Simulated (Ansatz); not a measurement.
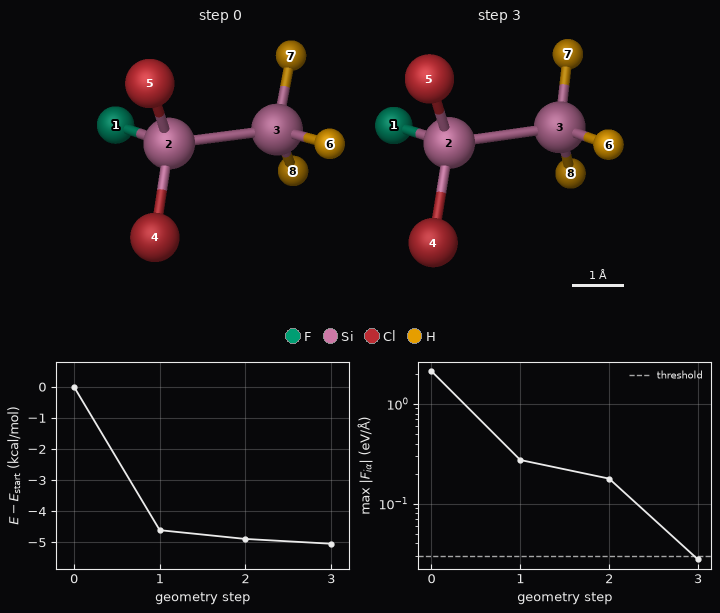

First and last geometry of a relaxation of Si2H3Cl2F (coarse preliminary run), with the history of the run. A ball-and-stick model, seen at a tilt.

The start comes from a force field.

Method: RKS PBE-D4/def2-SVP (Ansatz 0.2.0). Set-up: force threshold 0.03 eV/Å; at most 200 steps.

Question: What do the curves and the structures tell?

Answer: It converged. The energy falls by 5.04 kcal/mol in 3 geometry steps. The largest force component goes from 2.1 to 0.028 eV/Å. Cl4 moves most after the best rigid fit: 0.11 Å. Largest moves by element: Cl 0.11 Å, Si 0.09 Å, H 0.06 Å, F 0.03 Å. Among the contacts that change: Si2–Cl4 1.973 → 2.067 Å, Si2–Si3 2.272 → 2.335 Å, Si3–H7 1.547 → 1.502 Å, Si3–H8 1.462 → 1.502 Å. Among the angles between lasting bonds that change: H7–Si3–H8 104.5° → 110.3°, H6–Si3–H7 104.9° → 110.4°, Si2–Si3–H8 114.0° → 108.8°.

| step | E − E(0), kcal/mol | largest force component, eV/Å |
| --- | --- | --- |
| 0 | 0.00 | 2.1300 |
| 1 | -4.61 | 0.2742 |
| 2 | -4.89 | 0.1784 |
| 3 | -5.04 | 0.0276 |
